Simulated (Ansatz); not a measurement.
# C2H6AlFO: geometry relaxation (part 1 of 2)

The run: geometry relaxation of C2H6AlFO. Method and program: RKS PBE0-D4/def2-TZVP (Ansatz 0.2.0).

The geometry: PBE-D4/def2-SVP start. Figures and captions count atoms from 1; the log counts them from 0 in places.

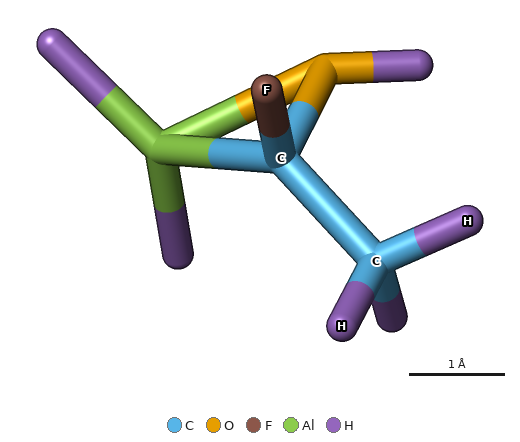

The input geometry (stick view, seen at a tilt). Sticks mark near contacts.

**Summary**

```csv
quantity,value
outcome,converged
total energy,−13524.8390 eV
mean-field energy,−13524.6691 eV
dispersion energy,−0.1699 eV
SCF solution under orbital rotations,stable
largest force (length of the vector) at the end,0.005 eV/Å
dipole moment,2.91 D
hardware,"4 threads of Arm Neoverse V1, 23 GiB of memory available, shared host"
wall time,35 s (CPU time 2.2 min)
peak memory,0.49 GiB
```

**Input**
```yaml
crystal:
  periodic: [false, false, false]
  atoms:
    - {symbol: C, position_ang: [-1.017050, -0.569729, 0.830757]}
    - {symbol: C, position_ang: [-0.263585, 0.503412, 0.087389]}
    - {symbol: O, position_ang: [1.194354, 0.399431, 0.362960]}
    - {symbol: F, position_ang: [-0.676038, 1.739700, 0.536674]}
    - {symbol: Al, position_ang: [0.773521, 0.232143, -1.598434]}
    - {symbol: H, position_ang: [-2.101315, -0.472936, 0.627349]}
    - {symbol: H, position_ang: [-0.697939, -1.581400, 0.513056]}
    - {symbol: H, position_ang: [-0.871792, -0.461960, 1.931734]}
    - {symbol: H, position_ang: [1.436484, -0.038473, 1.207695]}
    - {symbol: H, position_ang: [1.379650, 1.478680, -2.387264]}
    - {symbol: H, position_ang: [0.909110, -1.285768, -2.091316]}
basis:
  gaussian: {orbitals: def2-TZVP}
hamiltonian: {xc: pbe0, dispersion: d4}
relax: {f_tol: 0.005, max_steps: 150}
```

Command:
```bash
ansatz run in.yaml --threads 4 --pin off --events-out ev --progress --plain --max-ram 10444MiB
```

**The program's output**
```
Functional definition: PBE0
  name "PBE0"
  cite "Adamo & Barone, J. Chem. Phys. 110, 6158 (1999) doi:10.1063/1.478522"
  cite "Perdew, Burke & Ernzerhof, Phys. Rev. Lett. 77, 3865 (1996) doi:10.1103/PhysRevLett.77.3865"
  parent pbe
  parameter a = 0.25
  parameter kappa = 0.804
  parameter beta = 0.06672455060314922
  exchange = (1 - a)*pbe_x(kappa = kappa, mu = beta*pi^2/3) + a*exact_x
  correlation = pbe_c(beta = beta)
1210 factors; their error is unknown
mean field evaluation 1: about -13518.2226 eV, gradient 5.7e1 eV
mean field evaluation 2: about -13514.7337 eV, gradient 7.1e1 eV
mean field evaluation 4: about -13524.5848 eV, gradient 3.7e0 eV
mean field evaluation 8: about -13524.6100 eV, gradient 5.0e-2 eV
mean field evaluation 16: about -13524.6274 eV, gradient 9.4e-5 eV
mean field -13524.62744315 eV, -497.0208912138 hartree, gradient 1.6e-5 eV, S^2 0.000000; 0 other end points of the search recorded, 0 dependent functions left out
the calculation of the forces begins
reference -13524.62747812 eV, -497.0208924991 hartree; 24, 24 occupied and 173, 173 virtual orbitals, 1210 factors
relax step   1: F+E_penalty+E_count = -13524.79595850 eV  Δ(F+E_penalty+E_count) = +0.000e0 eV  max|allowed force component| = 6.678e-1 eV/Å  Δτ_max = 0.0000 Å  (28 SCF iters, accepted)
these checks for a lower state are left out or cut short: starts, cluster_reference, orbital_swaps, neighbouring_geometries, increment
1210 factors; their error is unknown
mean field -13524.66037030 eV, -497.0221012645 hartree, gradient 1.3e-5 eV, S^2 0.000000; 0 other end points of the search recorded, 0 dependent functions left out
the calculation of the forces begins
reference -13524.66040518 eV, -497.0221025464 hartree; 24, 24 occupied and 173, 173 virtual orbitals, 1210 factors
relax step   2: F+E_penalty+E_count = -13524.82954768 eV  Δ(F+E_penalty+E_count) = -3.359e-2 eV  max|allowed force component| = 2.158e-1 eV/Å  Δτ_max = 0.0229 Å  (33 SCF iters, accepted)
these checks for a lower state are left out or cut short: starts, cluster_reference, orbital_swaps, neighbouring_geometries, increment
1210 factors; their error is unknown
mean field evaluation 32: about -13524.6650 eV, gradient 1.3e-5 eV
mean field -13524.66502432 eV, -497.0222722965 hartree, gradient 1.3e-5 eV, S^2 0.000000; 0 other end points of the search recorded, 0 dependent functions left out
the calculation of the forces begins
reference -13524.66505915 eV, -497.0222735764 hartree; 24, 24 occupied and 173, 173 virtual orbitals, 1210 factors
relax step   3: F+E_penalty+E_count = -13524.83457713 eV  Δ(F+E_penalty+E_count) = -5.029e-3 eV  max|allowed force component| = 7.941e-2 eV/Å  Δτ_max = 0.0172 Å  (33 SCF iters, accepted)
these checks for a lower state are left out or cut short: starts, cluster_reference, orbital_swaps, neighbouring_geometries, increment
1210 factors; their error is unknown
mean field -13524.66598202 eV, -497.0223074915 hartree, gradient 1.3e-5 eV, S^2 0.000000; 0 other end points of the search recorded, 0 dependent functions left out
the calculation of the forces begins
reference -13524.66601684 eV, -497.0223087709 hartree; 24, 24 occupied and 173, 173 virtual orbitals, 1210 factors
relax step   4: F+E_penalty+E_count = -13524.83563632 eV  Δ(F+E_penalty+E_count) = -1.059e-3 eV  max|allowed force component| = 5.937e-2 eV/Å  Δτ_max = 0.0144 Å  (33 SCF iters, accepted)
these checks for a lower state are left out or cut short: starts, cluster_reference, orbital_swaps, neighbouring_geometries, increment
1210 factors; their error is unknown
mean field -13524.66700439 eV, -497.0223450627 hartree, gradient 1.3e-5 eV, S^2 0.000000; 0 other end points of the search recorded, 0 dependent functions left out
the calculation of the forces begins
reference -13524.66703918 eV, -497.0223463415 hartree; 24, 24 occupied and 173, 173 virtual orbitals, 1210 factors
relax step   5: F+E_penalty+E_count = -13524.83675606 eV  Δ(F+E_penalty+E_count) = -1.120e-3 eV  max|allowed force component| = 1.041e-1 eV/Å  Δτ_max = 0.0249 Å  (32 SCF iters, accepted)
these checks for a lower state are left out or cut short: starts, cluster_reference, orbital_swaps, neighbouring_geometries, increment
1210 factors; their error is unknown
mean field -13524.66832280 eV, -497.0223935136 hartree, gradient 1.3e-5 eV, S^2 0.000000; 0 other end points of the search recorded, 0 dependent functions left out
the calculation of the forces begins
reference -13524.66835755 eV, -497.0223947904 hartree; 24, 24 occupied and 173, 173 virtual orbitals, 1210 factors
relax step   6: F+E_penalty+E_count = -13524.83812949 eV  Δ(F+E_penalty+E_count) = -1.373e-3 eV  max|allowed force component| = 6.805e-2 eV/Å  Δτ_max = 0.0287 Å  (32 SCF iters, accepted)
these checks for a lower state are left out or cut short: starts, cluster_reference, orbital_swaps, neighbouring_geometries, increment
1210 factors; their error is unknown
mean field -13524.66880333 eV, -497.0224111726 hartree, gradient 1.3e-5 eV, S^2 0.000000; 0 other end points of the search recorded, 0 dependent functions left out
the calculation of the forces begins
reference -13524.66883801 eV, -497.0224124471 hartree; 24, 24 occupied and 173, 173 virtual orbitals, 1210 factors
relax step   7: F+E_penalty+E_count = -13524.83875992 eV  Δ(F+E_penalty+E_count) = -6.304e-4 eV  max|allowed force component| = 7.746e-2 eV/Å  Δτ_max = 0.0470 Å  (32 SCF iters, accepted)
these checks for a lower state are left out or cut short: starts, cluster_reference, orbital_swaps, neighbouring_geometries, increment
1210 factors; their error is unknown
mean field evaluation 64: about -13524.6691 eV, gradient 2.0e-4 eV
mean field -13524.66905263 eV, -497.0224203341 hartree, gradient 1.3e-5 eV, S^2 0.000000; 0 other end points of the search recorded, 0 dependent functions left out
the calculation of the forces begins
reference -13524.66908732 eV, -497.0224216091 hartree; 24, 24 occupied and 173, 173 virtual orbitals, 1210 factors
relax step   8: F+E_penalty+E_count = -13524.83895827 eV  Δ(F+E_penalty+E_count) = -1.983e-4 eV  max|allowed force component| = 3.292e-2 eV/Å  Δτ_max = 0.0106 Å  (33 SCF iters, accepted)
these checks for a lower state are left out or cut short: starts, cluster_reference, orbital_swaps, neighbouring_geometries, increment
1210 factors; their error is unknown
mean field -13524.66907545 eV, -497.0224211728 hartree, gradient 1.3e-5 eV, S^2 0.000000; 0 other end points of the search recorded, 0 dependent functions left out
the calculation of the forces begins
reference -13524.66911014 eV, -497.0224224478 hartree; 24, 24 occupied and 173, 173 virtual orbitals, 1210 factors
relax step   9: F+E_penalty+E_count = -13524.83898848 eV  Δ(F+E_penalty+E_count) = -3.021e-5 eV  max|allowed force component| = 9.220e-3 eV/Å  Δτ_max = 0.0028 Å  (33 SCF iters, accepted)
these checks for a lower state are left out or cut short: starts, cluster_reference, orbital_swaps, neighbouring_geometries, increment
1210 factors; their error is unknown
mean field -13524.66908949 eV, -497.0224216887 hartree, gradient 1.3e-5 eV, S^2 0.000000; 0 other end points of the search recorded, 0 dependent functions left out
the calculation of the forces begins
reference -13524.66912418 eV, -497.0224229635 hartree; 24, 24 occupied and 173, 173 virtual orbitals, 1210 factors
relax step  10: F+E_penalty+E_count = -13524.83900647 eV  Δ(F+E_penalty+E_count) = -1.799e-5 eV  max|allowed force component| = 3.657e-3 eV/Å  Δτ_max = 0.0051 Å  (33 SCF iters, accepted)
1210 factors; their error is unknown
mean field evaluation 96: about -13524.6517 eV, gradient 4.9e-2 eV
```

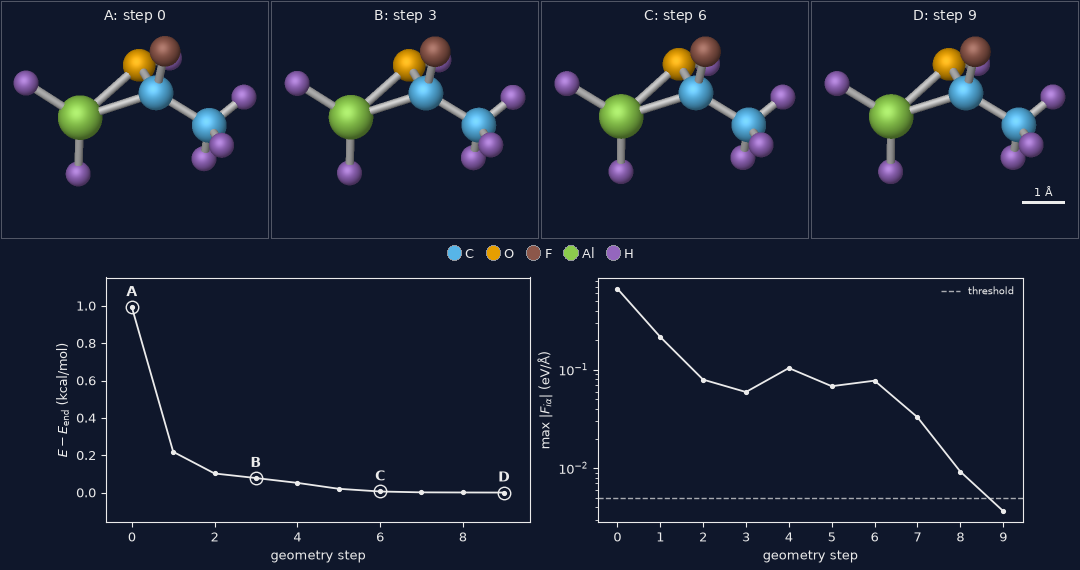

Frames of the relaxation (ball-and-stick view, seen at a tilt) above the curves, on which the letters mark them (the first geometry is step 0 here and step 1 in the log).

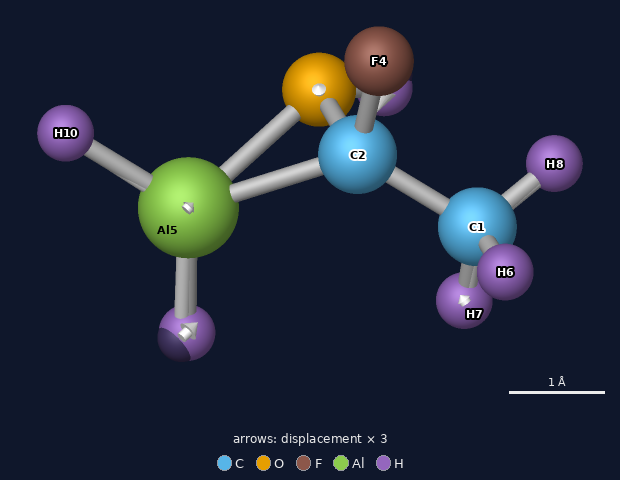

Start (faint) and end (solid) with the displacements as white arrows, magnified 3 times (ball-and-stick view, seen at a tilt). The two geometries are laid on each other by the best rigid fit. After 9 geometry steps the energy has fallen by 0.99 kcal/mol. Largest force component: 0.67 eV/Å at the start, 0.0037 eV/Å at the end. The largest move after the best rigid fit is that of H9, 0.14 Å. Largest moves by element: H 0.14 Å, Al 0.04 Å, O 0.04 Å, C 0.02 Å, F 0.02 Å. Distances before and after: O3–Al5 2.013 → 1.975 Å, C2–Al5 1.998 → 1.972 Å, C1–H8 1.116 → 1.098 Å, O3–H9 0.982 → 0.965 Å. Among the angles that change: Al5–O3–H9 148.5° → 138.0°. (Atoms are counted from 1 in the order of the input.)

```
mean field -13524.66908949 eV, -497.0224216887 hartree, gradient 1.3e-5 eV, S^2 0.000000; 1 other end points of the search recorded, 0 dependent functions left out
the calculation of the forces begins
reference -13524.66912418 eV, -497.0224229635 hartree; 24, 24 occupied and 173, 173 virtual orbitals, 1210 factors
Total energy: -13524.83904116 eV, -497.0286672974 hartree
Atom 0 at    -1.007236    -0.558145     0.828655 Å, force     0.000240    -0.000142     0.001047 eV/Å
Atom 1 at    -0.278763     0.512432     0.080198 Å, force    -0.001456    -0.001437     0.001575 eV/Å
Atom 2 at     1.180978     0.435291     0.362462 Å, force    -0.003657     0.001713    -0.002680 eV/Å
Atom 3 at    -0.690376     1.733136     0.537885 Å, force     0.001771     0.000245    -0.001018 eV/Å
Atom 4 at     0.779649     0.240707    -1.561014 Å, force    -0.000213     0.001961    -0.000324 eV/Å
Atom 5 at    -2.075908    -0.474276     0.627302 Å, force     0.001431    -0.000262    -0.001025 eV/Å
Atom 6 at    -0.680138    -1.548996     0.508035 Å, force    -0.000763    -0.000041     0.000537 eV/Å
```
